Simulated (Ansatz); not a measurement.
# F3HSi: molecular dynamics, part 2 of 2

Purpose: to let a guess near a reaction's saddle point go and see which way it falls. Runs: 150 steps of 0.5 fs at constant energy, with velocities drawn for 600 K; 150 steps of 0.5 fs at constant energy, with velocities drawn for 100 K. Reaction type: carbenoid-insertion.

Ansatz 0.2.0; UKS PBE0-D4/def2-SVP. Earlier steps stand in the parts before.

## (6) Run 2

150 steps of 0.5 fs at constant energy, with velocities drawn for 100 K.

Contents of input.yaml:

```yaml
crystal:
  periodic: [false, false, false]
  atoms:
    - { symbol: Si, position_ang: [0.2158, -0.5258, 0.2094] }
    - { symbol: F, position_ang: [1.4967, -0.5331, -0.7435] }
    - { symbol: F, position_ang: [-0.824, -1.0197, -0.8896] }
    - { symbol: H, position_ang: [-0.3101, 0.6196, 1.1271] }
    - { symbol: F, position_ang: [-0.5784, 1.459, 0.2966] }
magnetization:
  spin_polarized: true
basis:
  gaussian: { orbitals: def2-SVP }
hamiltonian:
  xc: pbe0
  dispersion: d4
md:
  timestep: 0.5
  n_steps: 150
  ensemble: nve
  temperature: 100.0
  initial_velocities: maxwell_boltzmann
  seed: 744206
```

Started as:

```bash
$ ansatz run input.yaml --threads 1 --pin off --max-ram 2048MiB --backend cpu --events-out ev --progress --plain --runs-dir out
```

What it wrote (excerpt; [...] marks lines left out):

```text
Warning: RAYON_NUM_THREADS=1 ignored (pool sized by the plan → 1); use --threads N
[...]
Functional definition: PBE0
[...]
646 factors; integrals over basis functions are off by at most 3.7e-4 eV
[...]
mean field -16025.38249633 eV, -588.9219443456 hartree, gradient 6.6e-6 eV, S^2 0.000000; 0 other end points of the search recorded, 0 dependent functions left out
[...]
reference -16025.38251491 eV, -588.9219450285 hartree; 21, 21 occupied and 44, 44 virtual orbitals, 646 factors
md step     0: t =     0.00 fs  T =   100.0 K  F+E_penalty+E_count = -16025.43975896 eV  E_kin = 0.038778 eV  conserved = -16025.40098096 eV  (30 SCF iters)
[...]
md step    19: t =     9.50 fs  T =  2120.4 K  F+E_penalty+E_count = -16026.22799664 eV  E_kin = 0.822247 eV  conserved = -16025.40574946 eV  (28 SCF iters, 3 dispersion substeps)
[...]
md step    38: t =    19.00 fs  T =  1917.2 K  F+E_penalty+E_count = -16026.14780187 eV  E_kin = 0.743441 eV  conserved = -16025.40436095 eV  (31 SCF iters, 3 dispersion substeps)
[...]
md step    57: t =    28.50 fs  T =  1845.4 K  F+E_penalty+E_count = -16026.11715528 eV  E_kin = 0.715601 eV  conserved = -16025.40155473 eV  (32 SCF iters, 3 dispersion substeps)
[...]
md step    75: t =    37.50 fs  T =  2212.6 K  F+E_penalty+E_count = -16026.25870356 eV  E_kin = 0.858010 eV  conserved = -16025.40069394 eV  (32 SCF iters, 3 dispersion substeps)
md step    76: t =    38.00 fs  T =  2087.8 K  F+E_penalty+E_count = -16026.20953676 eV  E_kin = 0.809602 eV  conserved = -16025.39993493 eV  (32 SCF iters, 3 dispersion substeps)
```

## (7) The log goes on: dynamics from the start

Output, continued (excerpt; [...] marks lines left out):

```text
md step    77: t =    38.50 fs  T =  2076.6 K  F+E_penalty+E_count = -16026.20507828 eV  E_kin = 0.805271 eV  conserved = -16025.39980765 eV  (32 SCF iters, 3 dispersion substeps)
[...]
md step    95: t =    47.50 fs  T =  2102.1 K  F+E_penalty+E_count = -16026.21526800 eV  E_kin = 0.815139 eV  conserved = -16025.40012934 eV  (31 SCF iters, 3 dispersion substeps)
[...]
md step   113: t =    56.50 fs  T =  2061.2 K  F+E_penalty+E_count = -16026.20057000 eV  E_kin = 0.799296 eV  conserved = -16025.40127350 eV  (33 SCF iters, 3 dispersion substeps)
[...]
md step   131: t =    65.50 fs  T =  2162.4 K  F+E_penalty+E_count = -16026.24137263 eV  E_kin = 0.838545 eV  conserved = -16025.40282732 eV  (32 SCF iters, 3 dispersion substeps)
[...]
md step   149: t =    74.50 fs  T =  2265.8 K  F+E_penalty+E_count = -16026.28441823 eV  E_kin = 0.878618 eV  conserved = -16025.40580054 eV  (32 SCF iters, 3 dispersion substeps)
[...]
md step   150: t =    75.00 fs  T =  2333.7 K  F+E_penalty+E_count = -16026.31301575 eV  E_kin = 0.904975 eV  conserved = -16025.40804047 eV  (28 SCF iters, 3 dispersion substeps)
Total energy: -16026.31303557 eV, -588.9561410319 hartree
Atom 0 at     0.462465    -1.229026     0.184816 Å, force    -1.188442     0.898993    -1.195557 eV/Å
Atom 1 at     1.455903    -0.368760    -0.746032 Å, force     1.246823     0.005324     0.164292 eV/Å
Atom 2 at    -0.812943    -0.702400    -0.774642 Å, force    -0.149400    -0.705436     1.071085 eV/Å
Atom 3 at    -1.527464     1.403833     0.028764 Å, force     0.057498    -0.128082    -0.187941 eV/Å
Atom 4 at    -0.848712     1.975317     0.278789 Å, force     0.033520    -0.070800     0.148121 eV/Å
Dipole moment:    -0.157031    -0.460194     0.224670 e Å
```

Run time: 11 min. Hardware: 1 thread of Arm Neoverse N1, shared host; peak memory 0.16 GiB.

## (8) The trajectory

The trajectory, every 11 steps (energies from step 0):

```
time (fs)  T (K)  potential energy change (meV/atom)  total energy change (meV/atom)  Si1–H4 (Å)  Si1–F5 (Å)  H4–F5 (Å)
      0.0    100                                 0.0                            0.00        1.56        2.14       1.21
      5.5   1514                              -110.3                           -0.64        1.77        2.11       0.97
     11.0   1592                              -115.8                           -0.07        2.35        2.10       1.05
     16.5   1771                              -128.9                            0.71        2.68        2.12       0.86
     22.0   1501                              -108.7                            0.01        3.11        2.18       1.03
     27.5   2209                              -164.5                           -0.95        3.24        2.28       0.96
     33.0   2527                              -189.1                           -0.87        3.24        2.41       0.89
     38.5   2077                              -153.1                            0.23        3.28        2.55       1.05
     44.0   2914                              -219.5                           -1.25        2.92        2.71       0.91
     49.5   2819                              -212.3                           -1.34        2.67        2.86       0.93
     55.0   1892                              -138.8                            0.22        2.40        3.02       1.04
     60.5   2175                              -161.6                           -0.61        2.51        3.16       0.87
     66.0   2361                              -176.2                           -0.84        2.67        3.29       0.97
     71.5   1888                              -138.7                           -0.02        3.06        3.41       1.02
     75.0   2334                              -174.7                           -1.41        3.30        3.46       0.92
```

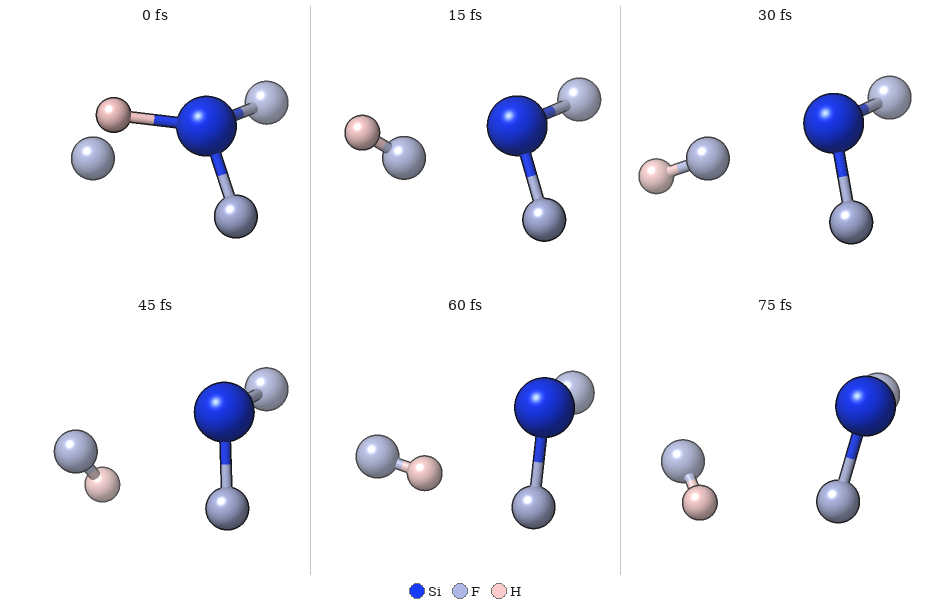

Six frames of the run, seen from a chosen angle. Sticks join atoms within a bonding distance in each frame.

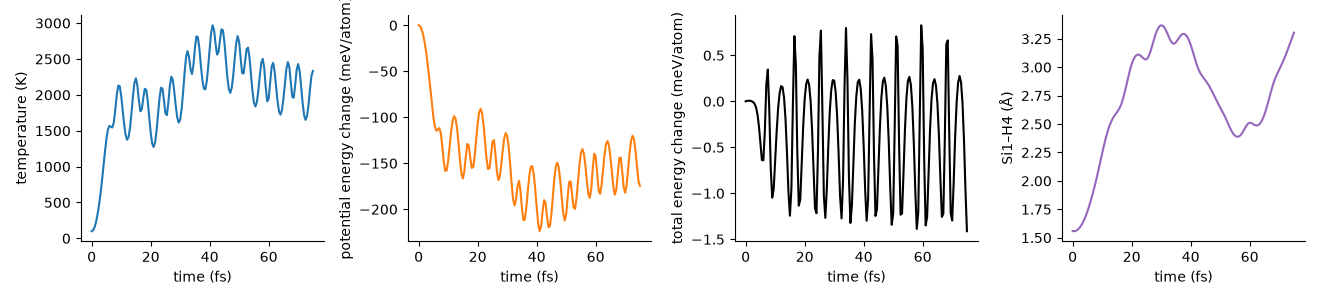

Time series of the run, each on its own scale.

Bonds that form or break, judged by distance (formed within 1.15 times the sum of covalent radii and held on average over 12 fs, broken when stretched by half; pairs already stretched at the start don't count as bonds):

```
time (fs)    bond   event
      5.5   H4–F5   forms
      9.5  Si1–H4  breaks
```

## (9) Snapshots as a file

Extended XYZ, with forces in eV/Å:

```xyz
5
time_fs=9.5 T=2120 dE=-0.7882
Si    0.221   -0.514    0.197    0.581   -1.372    1.034
F     1.538   -0.547   -0.745    0.363    0.425   -0.304
F    -0.856   -1.015   -0.887   -0.670   -0.014   -0.517
H    -0.593    1.215    1.258   -0.013    0.409   -1.238
F    -0.581    1.419    0.308   -0.260    0.553    1.025
5
time_fs=19.0 T=1917 dE=-0.7080
Si    0.243   -0.546    0.203    0.287   -1.842   -0.012
F     1.594   -0.542   -0.756   -0.623    0.384    0.036
F    -0.913   -1.011   -0.902    0.637    0.556    0.404
H    -0.894    2.021    1.050    0.793   -1.592   -1.609
F    -0.597    1.415    0.335   -1.093    2.494    1.181
5
time_fs=28.0 T=2045 dE=-0.7568
Si    0.273   -0.626    0.210   -0.106   -0.987   -0.950
F     1.623   -0.522   -0.766   -0.985    0.140    0.304
F    -0.944   -0.986   -0.902    1.191    0.439    0.757
H    -0.968    2.403    0.433    1.011   -2.758   -0.289
F    -0.634    1.468    0.366   -1.111    3.166    0.176
5
time_fs=37.5 T=2213 dE=-0.8189
Si    0.302   -0.742    0.196   -0.056   -0.163    0.276
F     1.613   -0.494   -0.765   -0.469    0.106   -0.119
F    -0.928   -0.941   -0.873    0.412    0.121   -0.099
H    -0.845    2.302   -0.320    0.654   -3.162    2.969
F    -0.690    1.571    0.399   -0.540    3.097   -3.026
5
time_fs=47.0 T=2028 dE=-0.7465
Si    0.333   -0.866    0.189    0.489   -0.275    1.370
F     1.581   -0.460   -0.769   -0.015    0.230   -0.351
F    -0.895   -0.888   -0.848   -0.554    0.200   -0.839
H    -0.620    1.635   -0.633   -0.747    0.425    4.622
F    -0.748    1.704    0.405    0.827   -0.580   -4.802
5
time_fs=56.0 T=1901 dE=-0.6974
Si    0.373   -0.992    0.213    0.365   -0.105   -0.267
F     1.547   -0.421   -0.783   -0.309   -0.107    0.372
F    -0.880   -0.830   -0.852    0.134    0.277    0.221
H    -0.621    1.105   -0.352   -1.167    3.228    2.604
F    -0.790    1.821    0.372    0.977   -3.292   -2.931
5
time_fs=65.5 T=2162 dE=-0.8016
Si    0.424   -1.124    0.226   -0.326    0.979   -1.955
F     1.500   -0.385   -0.782   -0.057   -0.522    0.867
F    -0.857   -0.761   -0.842    0.509   -0.191    1.349
H    -1.038    1.032   -0.084    0.433    2.904    0.935
F    -0.819    1.915    0.327   -0.559   -3.170   -1.196
5
time_fs=75.0 T=2334 dE=-0.8733
Si    0.463   -1.229    0.185   -1.188    0.899   -1.196
F     1.456   -0.369   -0.746    1.247    0.005    0.164
F    -0.813   -0.702   -0.775   -0.149   -0.705    1.071
H    -1.528    1.404    0.029    0.058   -0.128   -0.188
F    -0.849    1.975    0.279    0.034   -0.071    0.148
```

On run 2: At the last frame the bonds meant to break are whole and the new ones absent: it fell back to the reactants' side (F2Si + FH). The temperature starts at 100 K and averages 2282 K in the second half, where it ranges from 1651 to 2969 K; the start was no minimum (force components up to 2.0 eV/Å), and the potential energy that it sheds (170 meV/atom) turns into motion, which in so few atoms is no thermal temperature. The total energy strays from its start by at most 1.41 meV/atom, 0.9 % of the mean kinetic energy, which is good for a step of 0.5 fs. Bonds change: the first event comes at 5.5 fs (H4–F5 forms). By that distance rule the pieces at the end are F2Si + FH; a long dative bond can count as broken.

## (10) Outcome

This closing draws on all 2 parts.

```
                                 quantity                                     value
                            run 1: length                       150 steps of 0.5 fs
  run 1: temperature, first and last step                            600 and 2988 K
          run 1: temperature, second half          mean 2384 K, from 1621 to 3413 K
     run 1: potential energy, second half  -139 meV/atom from this run's first step
run 1: largest change of the total energy                             1.94 meV/atom
            run 1: bonds formed or broken                                         2
                            run 2: length                       150 steps of 0.5 fs
  run 2: temperature, first and last step                            100 and 2334 K
          run 2: temperature, second half          mean 2282 K, from 1651 to 2969 K
     run 2: potential energy, second half  -170 meV/atom from this run's first step
run 2: largest change of the total energy                             1.41 meV/atom
            run 2: bonds formed or broken                                         2
```

What this shows: Mean temperatures of the second halves: 2384 K, 2282 K. Bonds changed in run 1, run 2. Run 1: at the last frame the bonds meant to break are whole and the new ones absent: it fell back to the reactants' side (F2Si + FH). Run 2: at the last frame the bonds meant to break are whole and the new ones absent: it fell back to the reactants' side (F2Si + FH). A run of 75 fs with 5 atoms shows the motion but fixes no equilibrium value. The nuclei move classically, without zero-point motion, which matters most for hydrogen.
